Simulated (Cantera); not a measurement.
Input: 1 mol Si, a varied amount of F₂, 2.6 mol N₂, equilibrated at 873.15 K and 0.0233 Torr.

Method: chemical equilibrium by Gibbs-energy minimisation in Cantera with the NASA 1993 tables (ideal gas, pure condensed phases). Candidate condensed phases: Si, Si₃N₄; 16 gas species. N₂ is the only nitrogen source here; it is nearly inert below about 1500 K, so the nitride shown seldom forms there in practice. The numbers say what is thermodynamically allowed, not how fast it happens.

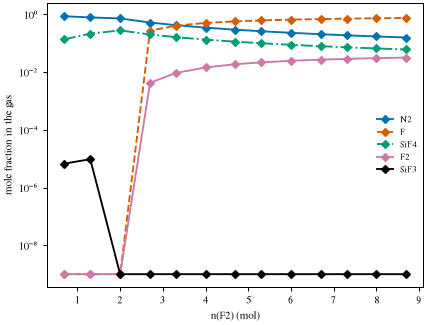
Equilibrium gas composition (values under 1e-9 drawn at 1e-9)

Read off the mole fractions at 5.3 mol F₂.

F about 0.62, N₂ about 0.26, SiF₄ about 0.10, F₂ about 0.022.
